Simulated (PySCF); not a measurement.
# C₄H₆BCl: geometry, spin-spin couplings

Wanted: the spin-spin couplings of C₄H₆BCl (`ClB[C@]12C[C@H]1C2`), by calculation.

Computed with PySCF 2.14.0, with density-fitted response routines of our own, on a single molecule in the gas phase. Atoms are numbered from 0 throughout.

## 1. Starting geometry

12 atoms, charge 0, multiplicity 1; geometry from: GFN2-xTB. The atoms were then displaced at random by about 0.01 Å, so the start is not that level's minimum.

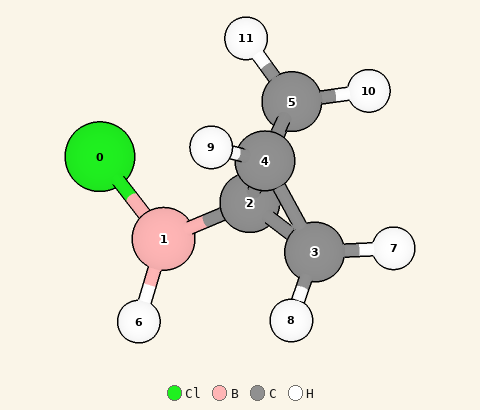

As it starts; chlorine green, boron pink, carbon grey, hydrogen white, atoms numbered.

## 2. Geometry optimisation at PBE0-D3(BJ)/def2-SVP

Job settings and geometry (Å):

```
{"job": {"xc": "PBE0", "basis": "def2-SVP", "d3": "d3bj", "grid": 1, "shake": 0.01, "kind": "geom"}, "charge": 0, "multiplicity": 1}
Cl     2.965040    -0.306520     0.473050
B      1.628640     0.716750     0.006390
C      0.250030     0.104500    -0.195460
C     -1.051310     0.695810    -0.540220
C     -0.960040    -0.166310     0.655410
C     -0.270610    -1.293330     0.018350
H      1.853950     1.858350    -0.178520
H     -1.583690     0.294840    -1.405750
H     -1.226770     1.763870    -0.385080
H     -1.127080     0.058890     1.709940
H     -0.755120    -1.783880    -0.814000
H      0.316640    -1.971250     0.646840
```

The run is started by

```bash
$ OMP_NUM_THREADS=1 python probes_run.py task.json out
```

One launch serves the whole session: the jobs run in the order shown.

Standard output:

```text
step   0  E = -640.41807321  max force = 0.023240
step   1  E = -640.42163723  max force = 0.003772
step   2  E = -640.42178752  max force = 0.002546
step   3  E = -640.42181670  max force = 0.002131
step   4  E = -640.42186189  max force = 0.002133
step   5  E = -640.42188583  max force = 0.001844
step   6  E = -640.42190935  max force = 0.001020
step   7  E = -640.42191328  max force = 0.000285
optimisation converged
```

Wall time 28 s (1 thread of Intel Xeon 6975P-C, shared host); peak memory 0.52 GiB.

The steps of the relaxation:

| step | energy from step 0 (eV) | largest force component (eV/Å) |
| --- | --- | --- |
| 0 | 0.0000 | 1.1950 |
| 1 | -0.0970 | 0.1940 |
| 2 | -0.1011 | 0.1309 |
| 3 | -0.1019 | 0.1096 |
| 4 | -0.1031 | 0.1097 |
| 5 | -0.1037 | 0.0948 |
| 6 | -0.1044 | 0.0525 |
| 7 | -0.1045 | 0.0147 |

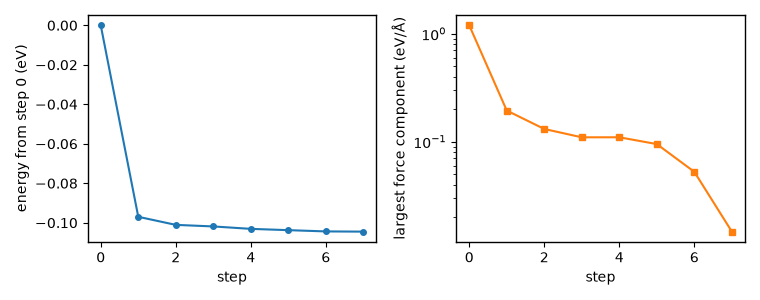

Energy and force, step by step.

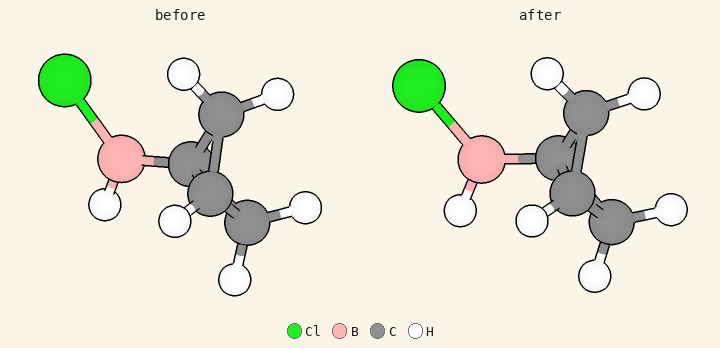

Before and after, at one scale.

Distances of close pairs at the start and the end, largest changes first:

| bond | before (Å) | after (Å) | change (Å) |
| --- | --- | --- | --- |
| C2–C3 | 1.470 | 1.510 | +0.039 |
| B1–H6 | 1.178 | 1.207 | +0.028 |
| C5–H10 | 1.081 | 1.099 | +0.018 |
| C2–C4 | 1.504 | 1.522 | +0.018 |
| Cl0–B1 | 1.747 | 1.762 | +0.015 |
| C4–C5 | 1.467 | 1.480 | +0.014 |
| C3–H7 | 1.092 | 1.099 | +0.007 |
| B1–C2 | 1.522 | 1.516 | -0.006 |

The final coordinates are the input of the step that follows.

| at the end point | value |
| --- | --- |
| point group (found at 0.08 Å tolerance) | C1 |
| rotational constants (GHz, main isotopes) | 7.780, 1.711, 1.528 |
| dipole moment (D) | 1.77 |

## 3. Indirect couplings: B3LYP/cc-pVTZ

Job settings and geometry (Å):

```
{"job": {"kind": "j", "xc": "B3LYP", "basis": "cc-pVTZ"}, "charge": 0, "multiplicity": 1}
Cl     3.377533    -0.542728     1.490421
B      2.090266     0.456092     0.820882
C      0.797018    -0.179461     0.350653
C     -0.522893     0.497533     0.069344
C     -0.397381    -0.341117     1.280110
C      0.224613    -1.536018     0.666470
H      2.272715     1.648554     0.792453
H     -1.118513     0.109516    -0.769049
H     -0.568756     1.583662     0.198152
H     -0.452432    -0.052783     2.329805
H     -0.326511    -2.051032    -0.133120
H      0.825585    -2.189297     1.306904
```

Method: B3LYP/cc-pVTZ indirect spin-spin coupling, non-relativistic, gas phase.

Standard output:

```text
coarse grid: 10776 points
cycle   1  E = -641.1174335595  dE =  8.611e-01  |g| = 3.354e-01  |ddm| = 7.383e+00
cycle   2  E = -641.1074771385  dE =  9.956e-03  |g| = 4.065e-01  |ddm| = 1.492e+00
cycle   3  E = -641.1487382251  dE = -4.126e-02  |g| = 5.481e-02  |ddm| = 7.805e-01
cycle   4  E = -641.1493374212  dE = -5.992e-04  |g| = 2.495e-02  |ddm| = 1.212e-01
cycle   5  E = -641.1494711170  dE = -1.337e-04  |g| = 6.154e-03  |ddm| = 4.184e-02
cycle   6  E = -641.1494790352  dE = -7.918e-06  |g| = 2.845e-03  |ddm| = 1.380e-02
final grid: 100024 points
cycle   7  E = -641.1545963369  dE = -5.760e-05  |g| = 8.729e-03  |ddm| = 1.115e-01
cycle   8  E = -641.1545683095  dE =  2.803e-05  |g| = 1.346e-02  |ddm| = 3.690e-02
cycle   9  E = -641.1546156229  dE = -4.731e-05  |g| = 1.310e-03  |ddm| = 2.240e-02
cycle  10  E = -641.1546159815  dE = -3.586e-07  |g| = 4.635e-04  |ddm| = 2.505e-03
cycle  11  E = -641.1546160328  dE = -5.138e-08  |g| = 1.032e-04  |ddm| = 7.735e-04
cycle  12  E = -641.1546160350  dE = -2.209e-09  |g| = 3.215e-05  |ddm| = 1.826e-04
cycle  13  E = -641.1546160353  dE = -2.299e-10  |g| = 7.061e-06  |ddm| = 5.712e-05
converged SCF energy = -641.1546160353

Indirect spin-spin couplings (Hz)
  i      j    bonds     total        FC       PSO       DSO        SD
  1 B    2 C    1     92.865    95.074    -2.718     0.331     0.179
  1 B    3 C    2      5.282     5.416    -0.127    -0.017     0.010
  1 B    4 C    2     -1.547    -1.062    -0.306     0.004    -0.183
  1 B    5 C    2      1.744     1.863    -0.136    -0.024     0.041
  1 B    6 H    1    166.132   165.572    -1.006     0.916     0.650
  1 B    7 H    3      2.024     2.082     0.383    -0.441     0.000
  1 B    8 H    3      2.172     2.319    -0.217     0.087    -0.017
  1 B    9 H    3      5.920     5.670     0.046     0.057     0.147
  1 B   10 H    3      1.258     1.290     0.423    -0.464     0.009
  1 B   11 H    3      1.826     2.011    -0.176     0.020    -0.029
  2 C    3 C    1     10.274    11.464    -1.414     0.224         -
  2 C    4 C    1    -16.052   -15.733    -0.538     0.219         -
  2 C    5 C    1     11.216    12.501    -1.516     0.231         -
  2 C    6 H    2      9.827    10.175    -0.390     0.042         -
  2 C    7 H    2     -1.797    -2.000     0.412    -0.208         -
  2 C    8 H    2     -0.495    -0.454     0.150    -0.191         -
  2 C    9 H    2     -1.279    -1.460     0.537    -0.357         -
  2 C   10 H    2     -1.810    -2.007     0.400    -0.203         -
  2 C   11 H    2     -0.851    -0.839     0.136    -0.147         -
  3 C    4 C    1     18.835    20.853    -2.222     0.205         -
  3 C    5 C    2      2.177     2.538    -0.341    -0.020         -
  3 C    6 H    3      1.800     1.780     0.006     0.014         -
  3 C    7 H    1    162.479   160.913     0.741     0.825         -
  3 C    8 H    1    143.415   141.754     0.870     0.791         -
  3 C    9 H    2      3.522     3.775     0.203    -0.456         -
  3 C   10 H    3      5.508     5.517     0.016    -0.025         -
  3 C   11 H    3     15.602    15.732     0.484    -0.614         -
  4 C    5 C    1     18.493    20.446    -2.163     0.209         -
  4 C    6 H    3     -0.175    -0.125     0.086    -0.137         -
  4 C    7 H    2      0.716     0.734     0.280    -0.298         -
  4 C    8 H    2     -2.469    -2.252     0.056    -0.273         -
  4 C    9 H    1    192.931   191.748     0.242     0.941         -
  4 C   10 H    2      0.777     0.780     0.286    -0.289         -
  4 C   11 H    2     -2.531    -2.334     0.045    -0.243         -
  5 C    6 H    3      3.041     3.166     0.221    -0.345         -
  5 C    7 H    3      5.455     5.468     0.007    -0.019         -
  5 C    8 H    3     15.261    15.405     0.479    -0.623         -
  5 C    9 H    2      3.536     3.757     0.218    -0.440         -
  5 C   10 H    1    161.956   160.358     0.747     0.851         -
  5 C   11 H    1    144.958   143.300     0.809     0.850         -
  6 H    7 H    4     -0.752    -0.634     0.982    -1.100         -
  6 H   10 H    4     -0.519    -0.301     1.224    -1.442         -
  6 H   11 H    4     -0.535    -0.216     0.910    -1.229         -
  7 H    8 H    2     -0.420    -0.291     2.725    -2.854         -
  7 H    9 H    3      1.315     1.705     2.252    -2.643         -
  7 H   10 H    4     -0.162    -0.428    -1.148     1.414         -
  7 H   11 H    4     -0.431    -0.140     1.688    -1.978         -
  8 H    9 H    3      2.368     2.453     0.666    -0.750         -
  8 H   10 H    4     -0.475    -0.157     1.703    -2.021         -
  8 H   11 H    4      5.052     5.310     1.929    -2.187         -
  9 H   10 H    3      1.343     1.719     2.243    -2.620         -
  9 H   11 H    3      2.412     2.442     0.623    -0.653         -
 10 H   11 H    2     -0.490    -0.428     2.671    -2.733         -
```

It took 39 s on 1 thread of Intel Xeon 6975P-C, shared host; peak memory 0.93 GiB.

The basis is not made for couplings: without tight functions at the nuclei these values are rough.

A choice of the couplings up to four bonds, sorted by the number of bonds, with means over like pairs; isotopes 11B, 13C, 1H:

| pair | bonds | J (Hz) | Fermi contact (Hz) | dihedral (°) |
| --- | --- | --- | --- | --- |
| C4–H9 | 1 | 192.9 | 191.7 | – |
| B1–H6 | 1 | 166.1 | 165.6 | – |
| C3–H7 | 1 | 162.2 | 160.6 | – |
| C3–H8 | 1 | 144.2 | 142.5 | – |
| B1–C2 | 1 | 92.9 | 95.1 | – |
| C3–C4 | 1 | 18.7 | 20.6 | – |
| C2–C4 | 1 | -16.1 | -15.7 | – |
| C2–C3 | 1 | 10.7 | 12.0 | – |
| C2–H6 | 2 | 9.8 | 10.2 | – |
| C3–H9 | 2 | 3.5 | 3.8 | – |
| B1–C3 | 2 | 3.5 | 3.6 | – |
| C4–H8 | 2 | -2.5 | -2.3 | – |
| C3–C5 | 2 | 2.2 | 2.5 | – |
| C2–H7 | 2 | -1.8 | -2.0 | – |
| B1–C4 | 2 | -1.5 | -1.1 | – |
| C2–H9 | 2 | -1.3 | -1.5 | – |
| C3–H11 | 3 | 15.4 | 15.6 | – |
| B1–H9 | 3 | 5.9 | 5.7 | -1 |
| C3–H10 | 3 | 5.5 | 5.5 | – |
| C3–H6 | 3 | 2.4 | 2.5 | – |
| H8–H9 | 3 | 2.4 | 2.4 | 8 |
| B1–H8 | 3 | 2.0 | 2.2 | 1 |
| B1–H7 | 3 | 1.6 | 1.7 | 144 |
| H7–H9 | 3 | 1.3 | 1.7 | -137 |
| H8–H11 | 4 | 5.1 | 5.3 | – |

The spin-dipole term was solved for some atoms only; pairs without it lack that part.

The response was solved for the nuclei of B, C, H alone, so couplings that need other nuclei can be missing.

Quadrupole couplings from the field gradients of the same density:

| atom | isotope | eQq/h (MHz) | η |
| --- | --- | --- | --- |
| Cl0 | 35Cl | -35.0 | 0.74 |
| B1 | 11B | 4.130 | 0.68 |

## 4. J couplings: B3LYP/6-31G*

The job, as its differences from that of step 3:

```diff
@@ -1,2 +1,2 @@
-{"job": {"kind": "j", "xc": "B3LYP", "basis": "cc-pVTZ"}, "charge": 0, "multiplicity": 1}
+{"job": {"kind": "j", "xc": "B3LYP", "basis": "6-31G*"}, "charge": 0, "multiplicity": 1}
 Cl     3.377533    -0.542728     1.490421
```

Method: B3LYP/6-31G* indirect spin-spin coupling, non-relativistic, gas phase.

Standard output:

```text
coarse grid: 10776 points
cycle   1  E = -641.0697520360  dE =  8.801e-01  |g| = 3.287e-01  |ddm| = 3.305e+00
cycle   2  E = -641.0639635414  dE =  5.788e-03  |g| = 3.770e-01  |ddm| = 8.484e-01
cycle   3  E = -641.1017646490  dE = -3.780e-02  |g| = 4.824e-02  |ddm| = 4.692e-01
cycle   4  E = -641.1023225287  dE = -5.579e-04  |g| = 1.519e-02  |ddm| = 7.463e-02
cycle   5  E = -641.1023842914  dE = -6.176e-05  |g| = 4.657e-03  |ddm| = 2.353e-02
cycle   6  E = -641.1023896565  dE = -5.365e-06  |g| = 1.705e-03  |ddm| = 7.082e-03
final grid: 100024 points
cycle   7  E = -641.0485168214  dE = -1.644e-05  |g| = 6.531e-03  |ddm| = 2.038e-02
cycle   8  E = -641.0485051202  dE =  1.170e-05  |g| = 9.287e-03  |ddm| = 1.649e-02
cycle   9  E = -641.0485288349  dE = -2.371e-05  |g| = 7.540e-04  |ddm| = 9.805e-03
cycle  10  E = -641.0485289674  dE = -1.325e-07  |g| = 2.475e-04  |ddm| = 9.321e-04
cycle  11  E = -641.0485289828  dE = -1.539e-08  |g| = 5.395e-05  |ddm| = 2.941e-04
cycle  12  E = -641.0485289834  dE = -6.146e-10  |g| = 2.012e-05  |ddm| = 6.957e-05
converged SCF energy = -641.0485289834

Indirect spin-spin couplings (Hz)
  i      j    bonds     total        FC       PSO       DSO        SD
  1 B    2 C    1    104.370   106.241    -2.355     0.327     0.157
  1 B    3 C    2      3.888     3.994    -0.091    -0.018     0.003
  1 B    4 C    2     -0.013     0.390    -0.247     0.004    -0.159
  1 B    5 C    2      0.870     0.969    -0.102    -0.025     0.028
  1 B    6 H    1    176.081   175.744    -1.156     0.982     0.512
  1 B    7 H    3      3.473     3.627     0.286    -0.438    -0.002
  1 B    8 H    3      2.057     2.172    -0.186     0.087    -0.017
  1 B    9 H    3      4.481     4.233     0.048     0.059     0.142
  1 B   10 H    3      2.910     3.049     0.314    -0.460     0.007
  1 B   11 H    3      1.709     1.884    -0.172     0.023    -0.026
  2 C    3 C    1     28.812    29.638    -1.054     0.229         -
  2 C    4 C    1    -11.329   -11.353    -0.201     0.225         -
  2 C    5 C    1     30.042    30.947    -1.140     0.235         -
  2 C    6 H    2     10.749    11.082    -0.382     0.048         -
  2 C    7 H    2     -1.308    -1.406     0.291    -0.192         -
  2 C    8 H    2     -1.129    -1.022     0.071    -0.178         -
  2 C    9 H    2     -0.886    -0.983     0.439    -0.342         -
  2 C   10 H    2     -1.284    -1.373     0.276    -0.187         -
  2 C   11 H    2     -1.511    -1.437     0.061    -0.135         -
  3 C    4 C    1     35.756    37.343    -1.795     0.208         -
  3 C    5 C    2     -3.414    -3.144    -0.250    -0.019         -
  3 C    6 H    3      1.739     1.717     0.004     0.018         -
  3 C    7 H    1    180.663   179.392     0.380     0.890         -
  3 C    8 H    1    168.204   166.876     0.466     0.862         -
  3 C    9 H    2      3.409     3.777     0.075    -0.443         -
  3 C   10 H    3      5.491     5.502     0.007    -0.018         -
  3 C   11 H    3     13.393    13.630     0.370    -0.607         -
  4 C    5 C    1     35.492    37.014    -1.735     0.212         -
  4 C    6 H    3     -0.727    -0.669     0.075    -0.133         -
  4 C    7 H    2     -0.043     0.066     0.176    -0.286         -
  4 C    8 H    2     -3.123    -2.835    -0.026    -0.261         -
  4 C    9 H    1    201.078   200.156    -0.094     1.016         -
  4 C   10 H    2     -0.091     0.005     0.180    -0.277         -
  4 C   11 H    2     -3.151    -2.890    -0.031    -0.231         -
  5 C    6 H    3      3.062     3.233     0.170    -0.341         -
  5 C    7 H    3      5.470     5.482    -0.000    -0.012         -
  5 C    8 H    3     13.148    13.399     0.365    -0.616         -
  5 C    9 H    2      3.465     3.802     0.090    -0.427         -
  5 C   10 H    1    180.325   179.020     0.389     0.916         -
  5 C   11 H    1    170.340   168.996     0.424     0.920         -
  6 H    7 H    4     -1.161    -0.774     0.692    -1.079         -
  6 H    8 H    4      0.348    -0.013    -0.547     0.908         -
  6 H   10 H    4     -1.026    -0.499     0.896    -1.422         -
  6 H   11 H    4     -0.895    -0.293     0.607    -1.209         -
  7 H    8 H    2     -3.607    -2.472     1.584    -2.719         -
  7 H    9 H    3      0.484     1.536     1.543    -2.596         -
  7 H   11 H    4     -0.961    -0.210     1.196    -1.947         -
  8 H    9 H    3      2.347     2.770     0.287    -0.709         -
  8 H   10 H    4     -1.012    -0.227     1.205    -1.990         -
  8 H   11 H    4      5.144     5.907     1.398    -2.160         -
  9 H   10 H    3      0.539     1.574     1.538    -2.573         -
  9 H   11 H    3      2.431     2.783     0.259    -0.611         -
 10 H   11 H    2     -3.683    -2.638     1.554    -2.598         -
```

It took 9.4 s on 1 thread of Intel Xeon 6975P-C, shared host; peak memory 0.62 GiB.

The basis is not made for couplings: without tight functions at the nuclei these values are rough.

This run: J(C4,H9) 201.1 Hz, J(C3,H7) 180.5 Hz, J(B1,H6) 176.1 Hz (means over like pairs).

## 5. Side by side: spin-spin couplings

Couplings (Hz), each a mean over the pairs like the one named, with basis size and wall time:

| run | C4–H9 | C3–H7 | B1–H6 | C3–H8 | B1–C2 | C3–C4 | C2–C3 | functions | time |
| --- | --- | --- | --- | --- | --- | --- | --- | --- | --- |
| B3LYP/cc-pVTZ | 192.9 | 162.2 | 166.1 | 144.2 | 92.9 | 18.7 | 10.7 | 268 | 39 s |
| B3LYP/6-31G* | 201.1 | 180.5 | 176.1 | 169.3 | 104.4 | 35.6 | 29.4 | 100 | 9.4 s |

## 6. Summary of results

| quantity | value |
| --- | --- |
| point group | C1 |
| rotational constants (main isotopes) | 7.78, 1.71, 1.53 GHz |
| largest coupling of the table (B3LYP/cc-pVTZ) | 1J(C,H) C4–H9, 192.9 Hz |
| range of J(C4,H9), mean over like pairs | 192.9 to 201.1 Hz |

What this shows: The start of the PBE0/def2-SVP relaxation was shaken at random by about 0.01 Å, so part of the energy gained, and of the first lengths quoted, undoes that. Over 7 steps the energy fell by 0.104 eV; of the close pairs, C2–C3 changed most, 1.470 to 1.510 Å. No frequency check was run at this level, so the end point may be a saddle. Of the pairs tabulated at B3LYP/cc-pVTZ, C4–H9 couples most strongly (192.9 Hz; Fermi contact 191.7 Hz). Couplings across rotatable bonds belong to this one conformer; where others are populated, the observed values are averages. The coupling C4–H9, as a mean over pairs of its kind, runs from 192.9 Hz (B3LYP/cc-pVTZ) to 201.1 Hz (B3LYP/6-31G*). Couplings from bases without tight functions are rough.
